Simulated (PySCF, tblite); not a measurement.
# C₂H₁₀OSSi₂: geometry, infrared bands and NMR shifts

Aim: predict the infrared bands and NMR shifts of C₂H₁₀OSSi₂ (`CS[Si@@H](C)O[SiH3]`).

The runs use tblite 0.8.0 and PySCF 2.14.0, with density-fitted response routines of our own; the level of theory stands in each step. All values are computed, except where a source is named. Atoms are numbered from 0 throughout.

### Step 1. The starting structure

16 atoms, charge 0, multiplicity 1; geometry from: force field or distance geometry start.

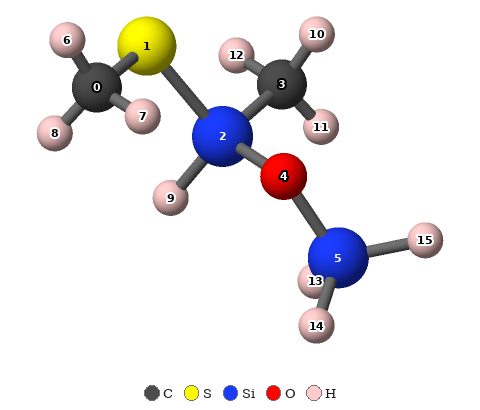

The starting geometry (carbon dark grey, sulfur yellow, silicon blue, oxygen red, hydrogen pink), atoms numbered; sticks join atoms by distance.

### Step 2. Geometry optimisation with GFN2-xTB

The job: settings as JSON, then the geometry in Å.

```
{"job": {"kind": "relax", "xc": "GFN2-xTB", "basis": "xTB"}, "charge": 0, "multiplicity": 1}
C      3.025900     0.459000    -0.288600
S      1.994600    -0.304500     0.974600
Si     0.004000    -0.485000     0.211700
C     -1.033500    -1.062400     1.658200
O     -0.547300     1.018100    -0.386600
Si    -2.071100     0.908300    -1.195700
H      3.995000     0.761300     0.127700
H      2.501100     1.360000    -0.653900
H      3.122000    -0.258800    -1.115000
H      0.021900    -1.503500    -0.842000
H     -0.973600    -0.339000     2.492500
H     -2.079600    -1.237600     1.356200
H     -0.537000    -2.000300     2.039300
H     -2.524400    -0.474300    -1.316100
H     -1.841500     1.401800    -2.569500
H     -3.063900     1.766000    -0.504100
```

The run is started by

```console
OMP_NUM_THREADS=1 python probes_run.py task.json out
```

One launch serves the whole session: the jobs run in the order shown.

The log of the run:

```text
step      E/eV     max force
  0    -551.10338    2.640
  1    -551.30088    1.778
  2    -551.41148    0.771
  3    -551.44740    0.701
  4    -551.49218    0.396
  5    -551.50367    0.362
  6    -551.52994    0.429
  7    -551.54251    0.325
  8    -551.55422    0.266
  9    -551.56458    0.339
 10    -551.57948    0.447
 11    -551.59665    0.473
 12    -551.61480    0.363
 13    -551.62889    0.226
 14    -551.63878    0.278
 15    -551.65249    0.442
 16    -551.67017    0.409
 17    -551.68134    0.285
 18    -551.69096    0.211
 19    -551.69842    0.224
 20    -551.70408    0.209
 21    -551.71150    0.225
 22    -551.71927    0.234
 23    -551.72673    0.219
 24    -551.73278    0.179
 25    -551.73679    0.118
 26    -551.74046    0.174
 27    -551.74388    0.169
 28    -551.74834    0.173
 29    -551.75143    0.142
 30    -551.75449    0.120
 31    -551.75602    0.128
 32    -551.75938    0.138
 33    -551.76166    0.146
 34    -551.76357    0.124
 35    -551.76465    0.077
 36    -551.76549    0.062
 37    -551.76630    0.073
 38    -551.76739    0.092
 39    -551.76868    0.098
 40    -551.76972    0.064
 41    -551.77025    0.041
 42    -551.77052    0.044
 43    -551.77081    0.054
 44    -551.77125    0.062
 45    -551.77188    0.071
 46    -551.77256    0.052
 47    -551.77300    0.051
 48    -551.77342    0.053
 49    -551.77395    0.066
 50    -551.77451    0.071
 51    -551.77501    0.048
 52    -551.77546    0.060
 53    -551.77603    0.077
 54    -551.77710    0.131
 55    -551.77922    0.203
 56    -551.78172    0.219
 57    -551.78441    0.193
 58    -551.78728    0.130
 59    -551.78947    0.115
 60    -551.79005    0.124
 61    -551.79160    0.090
 62    -551.79324    0.200
 63    -551.79504    0.111
 64    -551.79792    0.150
 65    -551.80143    0.147
 66    -551.80397    0.089
 67    -551.80501    0.120
 68    -551.80683    0.085
 69    -551.80916    0.115
 70    -551.81126    0.103
 71    -551.81273    0.093
 72    -551.81377    0.092
 73    -551.81433    0.088
 74    -551.81484    0.073
 75    -551.81533    0.047
 76    -551.81580    0.036
 77    -551.81625    0.054
 78    -551.81668    0.058
 79    -551.81705    0.051
 80    -551.81756    0.059
 81    -551.81840    0.075
 82    -551.81935    0.064
 83    -551.82017    0.057
 84    -551.82061    0.053
 85    -551.82091    0.040
 86    -551.82114    0.039
 87    -551.82132    0.026
 88    -551.82145    0.025
 89    -551.82154    0.019
 90    -551.82163    0.022
 91    -551.82174    0.025
 92    -551.82185    0.022
 93    -551.82194    0.020
 94    -551.82203    0.029
 95    -551.82216    0.039
 96    -551.82236    0.041
 97    -551.82262    0.031
 98    -551.82288    0.029
 99    -551.82307    0.028
100    -551.82324    0.027
101    -551.82340    0.026
102    -551.82353    0.024
103    -551.82360    0.018
104    -551.82363    0.016
105    -551.82367    0.013
106    -551.82374    0.023
107    -551.82382    0.028
108    -551.82390    0.023
109    -551.82395    0.016
110    -551.82399    0.013
111    -551.82402    0.014
112    -551.82407    0.021
113    -551.82416    0.025
114    -551.82428    0.029
115    -551.82441    0.029
116    -551.82452    0.027
117    -551.82461    0.024
118    -551.82473    0.035
119    -551.82492    0.047
120    -551.82522    0.049
121    -551.82555    0.051
122    -551.82582    0.026
123    -551.82603    0.038
124    -551.82616    0.025
125    -551.82632    0.029
126    -551.82650    0.028
127    -551.82676    0.039
128    -551.82700    0.039
129    -551.82734    0.035
130    -551.82752    0.029
131    -551.82765    0.018
132    -551.82771    0.019
133    -551.82779    0.019
134    -551.82784    0.021
135    -551.82796    0.026
136    -551.82813    0.030
137    -551.82839    0.040
138    -551.82865    0.037
139    -551.82882    0.024
140    -551.82885    0.033
141    -551.82890    0.021
142    -551.82892    0.011
143    -551.82894    0.008
```

Run time: 4.3 s. Hardware: 1 thread of Intel Xeon at 2.50GHz, shared host; peak memory 0.18 GiB.

Relaxation path: (not every step is listed)

| step | energy from step 0 (eV) | largest force (eV/Å) |
| --- | --- | --- |
| 0 | 0.0000 | 2.6400 |
| 1 | -0.1975 | 1.7783 |
| 2 | -0.3081 | 0.7705 |
| 3 | -0.3440 | 0.7010 |
| 4 | -0.3888 | 0.3964 |
| 5 | -0.4003 | 0.3619 |
| 6 | -0.4266 | 0.4289 |
| 7 | -0.4391 | 0.3255 |
| 8 | -0.4508 | 0.2655 |
| 21 | -0.6081 | 0.2249 |
| 34 | -0.6602 | 0.1240 |
| 47 | -0.6696 | 0.0507 |
| 60 | -0.6867 | 0.1245 |
| 73 | -0.7110 | 0.0881 |
| 86 | -0.7178 | 0.0391 |
| 99 | -0.7197 | 0.0284 |
| 112 | -0.7207 | 0.0209 |
| 125 | -0.7229 | 0.0286 |
| 138 | -0.7253 | 0.0368 |
| 139 | -0.7254 | 0.0241 |
| 140 | -0.7255 | 0.0333 |
| 141 | -0.7255 | 0.0213 |
| 142 | -0.7255 | 0.0112 |
| 143 | -0.7256 | 0.0081 |

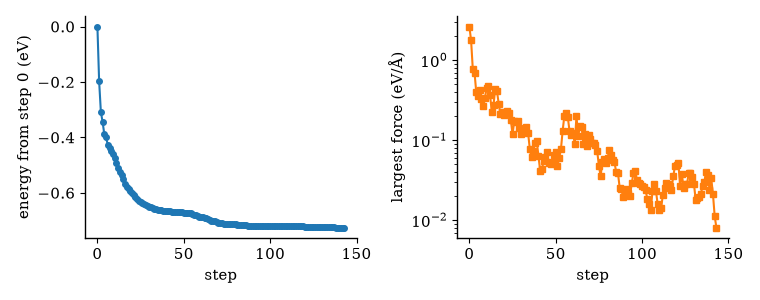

Energy and largest force along the relaxation.

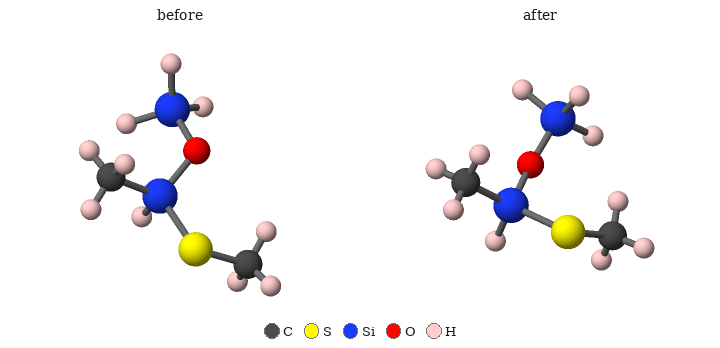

Before and after, at one scale.

Close pairs (by a distance rule), those that changed most:

| bond | before (Å) | after (Å) | change (Å) |
| --- | --- | --- | --- |
| O4–Si5 | 1.729 | 1.624 | -0.105 |
| Si2–O4 | 1.709 | 1.619 | -0.090 |
| C3–H12 | 1.128 | 1.085 | -0.043 |
| Si5–H15 | 1.483 | 1.462 | -0.022 |
| C3–H10 | 1.106 | 1.087 | -0.019 |
| C0–H7 | 1.105 | 1.086 | -0.019 |
| C0–S1 | 1.801 | 1.819 | +0.018 |
| C3–H11 | 1.103 | 1.085 | -0.018 |

The final coordinates are the input of the step that follows.

### Step 3. Infrared spectrum with GFN2-xTB

The job: settings as JSON, then the geometry in Å.

```
{"job": {"kind": "ir", "xc": "GFN2-xTB", "basis": "xTB"}, "charge": 0, "multiplicity": 1}
C      2.335232     0.788349    -0.506438
S      1.756824     0.108027     1.078086
Si     0.053182    -1.011020     0.397131
C     -1.010040    -1.423278     1.899664
O     -0.758628    -0.114466    -0.679018
Si    -1.502239     1.154849    -1.367455
H      3.195196     1.411923    -0.286924
H      1.543069     1.383204    -0.951192
H      2.619978    -0.021710    -1.170537
H      0.510506    -2.148451    -0.394054
H     -1.356531    -0.524428     2.402620
H     -1.881443    -1.997323     1.602186
H     -0.450776    -2.010374     2.620193
H     -2.838256     0.674743    -1.702411
H     -0.695355     1.480476    -2.543758
H     -1.528317     2.258425    -0.409503
```

The log of the run:

```text
mode    cm-1     km/mol
  1      37.3      0.52
  2      48.5      3.05
  3      56.9      2.76
  4      76.4      0.90
  5      87.6      0.27
  6     114.4      1.03
  7     139.1      1.74
  8     179.1      6.54
  9     227.5      5.00
 10     241.5     28.60
 11     467.8     45.09
 12     566.3     10.46
 13     607.4     57.96
 14     610.8      8.30
 15     624.6    186.76
 16     684.1    178.77
 17     728.1      5.22
 18     766.7    129.85
 19     778.5    131.85
 20     786.5    231.77
 21     812.4    557.92
 22     827.3    119.13
 23     843.2     86.51
 24     949.6      0.60
 25     959.2      1.25
 26    1089.9    622.73
 27    1320.4      4.42
 28    1371.2     22.43
 29    1454.5      4.25
 30    1457.2      4.66
 31    1472.2      0.70
 32    1477.4      0.65
 33    2249.4    311.20
 34    2267.9    227.91
 35    2279.9    304.13
 36    2295.4    207.87
 37    3027.1      9.35
 38    3032.6     17.87
 39    3033.6     10.31
 40    3050.3     22.99
 41    3058.6     14.31
 42    3059.7      6.07
```

Wall time 3.8 s (1 thread of Intel Xeon at 2.50GHz, shared host); peak memory 0.18 GiB.

Which atoms move in the most intense modes:

| cm⁻¹ | km/mol | atoms |
| --- | --- | --- |
| 625 | 186.8 | H9 72 % |
| 786 | 231.8 | C3 30 %, Si2 29 %, H15 13 %, H10 10 % |
| 812 | 557.9 | H14 22 %, H13 21 %, H15 20 %, H12 12 % |
| 1090 | 622.7 | O4 78 %, Si2 11 % |
| 2249 | 311.2 | H14 81 %, H15 14 % |
| 2268 | 227.9 | H15 75 %, H14 13 % |
| 2280 | 304.1 | H9 95 % |
| 2295 | 207.9 | H13 89 % |

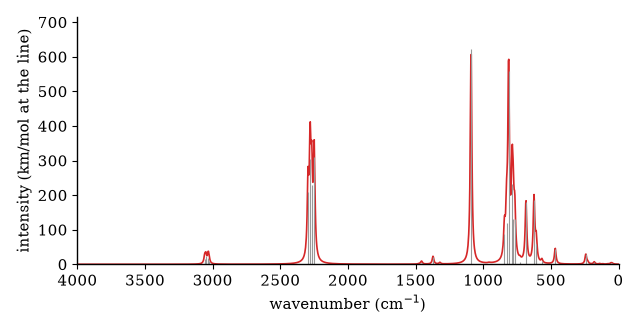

The infrared spectrum from these modes, unscaled. Lines are broadened to a width of 14 cm⁻¹ (Lorentzian).

### Step 4. Nuclear shieldings: PBE0/pcSseg-1

The job, as its differences from that of step 3:

```diff
@@ -1,2 +1,2 @@
-{"job": {"kind": "ir", "xc": "GFN2-xTB", "basis": "xTB"}, "charge": 0, "multiplicity": 1}
+{"job": {"kind": "nmr", "xc": "PBE0", "basis": "pcSseg-1"}, "charge": 0, "multiplicity": 1}
 C      2.335232     0.788349    -0.506438
```

Method: GIAO PBE0/pcSseg-1 NMR shielding, non-relativistic, gas phase.

The log of the run:

```text
coarse grid: 14336 points
cycle   1  E = -1133.9490436857  dE =  4.065e-01  |g| = 8.024e-01  |ddm| = 3.570e+00
cycle   2  E = -1133.7790854486  dE =  1.700e-01  |g| = 1.244e+00  |ddm| = 1.615e+00
cycle   3  E = -1134.0655358784  dE = -2.865e-01  |g| = 1.328e-01  |ddm| = 1.125e+00
cycle   4  E = -1134.0692269310  dE = -3.691e-03  |g| = 4.013e-02  |ddm| = 1.676e-01
cycle   5  E = -1134.0696169039  dE = -3.900e-04  |g| = 6.163e-03  |ddm| = 4.221e-02
cycle   6  E = -1134.0696259837  dE = -9.080e-06  |g| = 1.736e-03  |ddm| = 8.535e-03
final grid: 122944 points
cycle   7  E = -1134.1165869283  dE = -1.743e-05  |g| = 1.080e-02  |ddm| = 2.244e-02
cycle   8  E = -1134.1165674230  dE =  1.951e-05  |g| = 1.460e-02  |ddm| = 1.880e-02
cycle   9  E = -1134.1166113791  dE = -4.396e-05  |g| = 1.419e-03  |ddm| = 1.098e-02
cycle  10  E = -1134.1166117607  dE = -3.817e-07  |g| = 1.656e-04  |ddm| = 1.265e-03
cycle  11  E = -1134.1166117670  dE = -6.287e-09  |g| = 4.697e-05  |ddm| = 2.097e-04
cycle  12  E = -1134.1166117675  dE = -4.679e-10  |g| = 1.916e-05  |ddm| = 6.359e-05
converged SCF energy = -1134.1166117675

GIAO shielding tensors (ppm)
atom      isotropic    diamagn.    paramagn.     s11        s22        s33       span
  0 C      173.639     252.551     -78.912    164.387    167.681    188.849     24.462
  1 S      654.506    1060.342    -405.836    567.465    619.671    776.383    208.918
  2 Si     349.814     880.827    -531.014    314.263    365.368    369.810     55.548
  3 C      186.028     255.240     -69.212    177.367    184.264    196.453     19.086
  4 O      304.119     401.041     -96.922    238.075    324.811    349.471    111.396
  5 Si     393.009     880.319    -487.309    351.986    365.644    461.398    109.412
  6 H       29.566      29.666      -0.100     23.823     26.720     38.156     14.333
  7 H       29.568      33.188      -3.619     22.866     29.309     36.530     13.664
  8 H       29.573      30.934      -1.361     24.489     26.936     37.293     12.803
  9 H       26.159      30.179      -4.020     22.633     24.199     31.646      9.013
 10 H       31.226      31.916      -0.690     27.104     29.553     37.020      9.916
 11 H       31.284      30.025       1.258     26.932     28.329     38.589     11.657
 12 H       31.611      29.413       2.198     26.799     29.290     38.745     11.946
 13 H       26.561      29.128      -2.568     22.670     24.845     32.167      9.497
 14 H       26.565      29.768      -3.203     22.809     25.306     31.581      8.772
 15 H       26.500      30.397      -3.897     23.028     25.152     31.321      8.293
```

Run time: 89 s. Hardware: 1 thread of Intel Xeon at 2.50GHz, shared host; peak memory 0.8 GiB.

Shifts follow as δ = σ(reference) − σ, with reference shieldings (ppm) from runs at the same level and on the same kind of geometry: ¹H TMS 31.72, ¹³C TMS 186.9, ²⁹Si TMS 349.2, ¹⁷O H2O 336.1, ³³S CS2 504. The references are single molecules in the gas phase, so shifts against H2O, NH3, PH3, H3PO4 or CFCl3 are not on the usual liquid scales and can be off by tens of ppm. Atoms listed in one row are averaged.

| atoms | environment | σ (ppm) | δ (ppm) | δ scaled to CDCl3 |
| --- | --- | --- | --- | --- |
| C0 | methyl carbon bonded to S | 173.6 | 13.3 | 6.6 |
| C3 | methyl carbon bonded to Si | 186.0 | 0.9 | -1.0 |
| H9 | hydrogen on a silicon bonded to C, O, S | 26.16 | 5.56 | – |
| H13, H14, H15 | hydrogen on a silicon bonded to O | 26.54 | 5.18 | – |
| H6, H7, H8 | hydrogen on a methyl carbon bonded to S | 29.57 | 2.15 | 2.13 |
| H10, H11, H12 | hydrogen on a methyl carbon bonded to Si | 31.37 | 0.34 | 0.43 |
| S1 | sulfur bonded to C, Si | 655 | -151 | – |
| Si2 | silicon bonded to C, O, S, H | 349.8 | -0.7 | – |
| Si5 | silicon bonded to O, 3 H | 393.0 | -43.9 | – |
| O4 | oxygen bonded to 2 Si | 304.1 | 32.0 | – |

The scaled column applies a straight-line fit of computed shieldings to shifts measured in CDCl3, with any fitted terms for Cl, Br or S neighbours (root-mean-square error 0.16 ppm for H, 1.9 ppm for C).

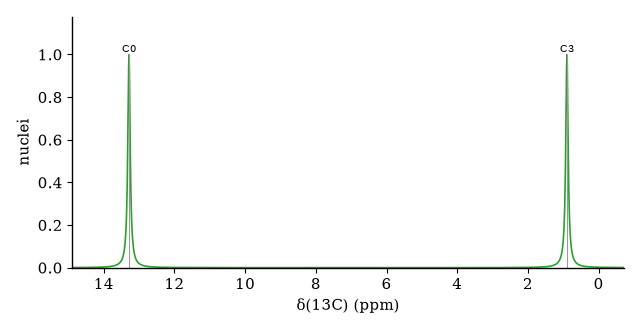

¹³C lines at the computed shifts, without couplings. Lines are broadened to a width of 0.08 ppm (Lorentzian).

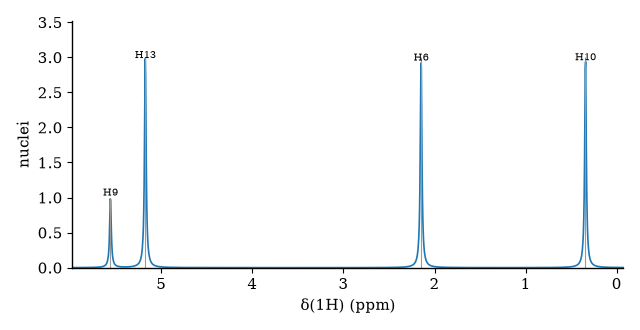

¹H lines at the computed shifts, without couplings. Lines are broadened to a width of 0.02 ppm (Lorentzian).

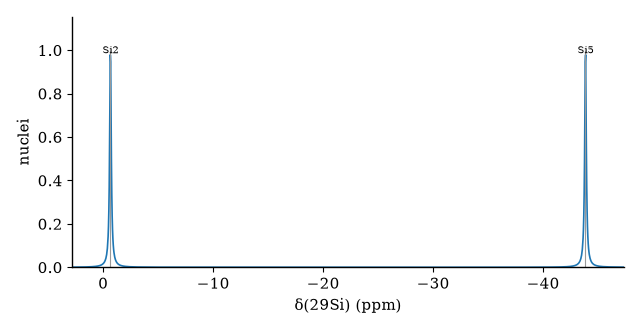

²⁹Si lines at the computed shifts, without couplings. Lines are broadened to a width of 0.17 ppm (Lorentzian).

The run also stored atomic charges by several schemes (e):

| atoms | Mulliken | IAO | Hirshfeld | ESP fit |
| --- | --- | --- | --- | --- |
| C0 | -0.40 | -0.49 | -0.12 | -0.31 |
| S1 | -0.35 | -0.22 | -0.12 | -0.34 |
| Si2 | 0.95 | 1.07 | 0.40 | 0.70 |
| C3 | -0.64 | -0.74 | -0.21 | -0.68 |
| O4 | -0.73 | -0.89 | -0.30 | -0.42 |
| Si5 | 0.71 | 0.88 | 0.39 | 0.60 |

Hirshfeld charges:

C0 -0.12; S1 -0.12; Si2 0.40; C3 -0.21; O4 -0.30; Si5 0.39; H6 0.05; H7 0.04; H8 0.05; H9 -0.09; H10 0.05; H11 0.05; H12 0.05; H13 -0.08; H14 -0.08; H15 -0.08

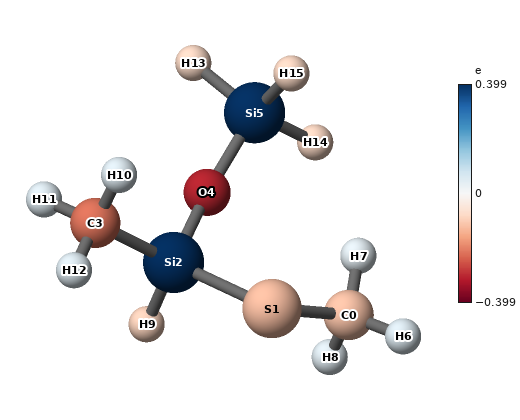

Hirshfeld charges, as colours on the atoms.

Mayer bond orders: C0–S1 1.00, S1–Si2 0.98, Si2–C3 0.96, Si2–O4 0.94, O4–Si5 0.91.

### Step 5. Summary of results

```
                                                              quantity                       value
                             strongest single infrared mode (GFN2-xTB)       1090 cm⁻¹, 623 km/mol
                                          zero-point energy (GFN2-xTB)               70.4 kcal/mol
                                ¹³C shifts against TMS (PBE0/pcSseg-1)               13.3, 0.9 ppm
¹H shifts against TMS (PBE0/pcSseg-1, means over atoms taken as alike)  5.56, 5.18, 2.15, 0.34 ppm
                                ³³S shifts against CS2 (PBE0/pcSseg-1)                    -151 ppm
                               ²⁹Si shifts against TMS (PBE0/pcSseg-1)             -0.7, -43.9 ppm
                                ¹⁷O shifts against H2O (PBE0/pcSseg-1)                    32.0 ppm
```

What this shows: The optimisation took 143 steps and gained 0.726 eV; among the close pairs (by a distance rule), O4–Si5 changed most, from 1.729 to 1.624 Å. All 42 modes are real, so the xTB geometry is a minimum. The strongest single mode, at 1090 cm⁻¹, moves mainly O4. GFN2-xTB is a fitted tight-binding method: band positions and strengths are rough. Its intensities can rank the bands wrongly. At PBE0/pcSseg-1: Shielding is most anisotropic at S1 (span 209 ppm, paramagnetic term -406 ppm).
